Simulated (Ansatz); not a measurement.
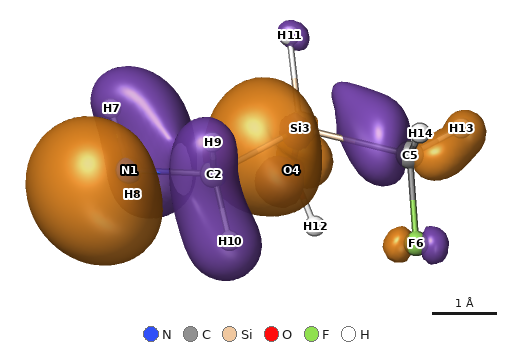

C$_{2}$H$_{8}$FNOSi (SMILES NC[SiH](O)CF). The HOMO at ±0.08 Å⁻³ᐟ² (orange and purple are the two phases), seen from one side.

These are results of RKS B3LYP-D4/def2-SVP in Ansatz 0.2.0, not measurements.

```xyz
14

N     0.8949   -2.1358    0.0516
C     0.2372   -1.0080    0.7356
Si   -0.3653    0.3405   -0.4435
O     0.8794    0.7457   -1.4929
C    -0.8822    1.9101    0.5024
F     0.2764    2.3723    1.1503
H     0.2223   -2.6272   -0.5394
H     1.6051   -1.7767   -0.5890
H    -0.5941   -1.3925    1.3536
H     0.9442   -0.5602    1.4583
H    -1.4764   -0.1566   -1.3029
H     1.5502    1.3388   -1.1314
H    -1.2486    2.7096   -0.1666
H    -1.6633    1.7298    1.2634
```

Question: Describe this orbital and give its energy.

Answer: By Hirshfeld shares it lies mainly on N1 (about 55 %), C2 (about 15 %) and Si3 (about 10 %). Its energy is −6.04 eV.
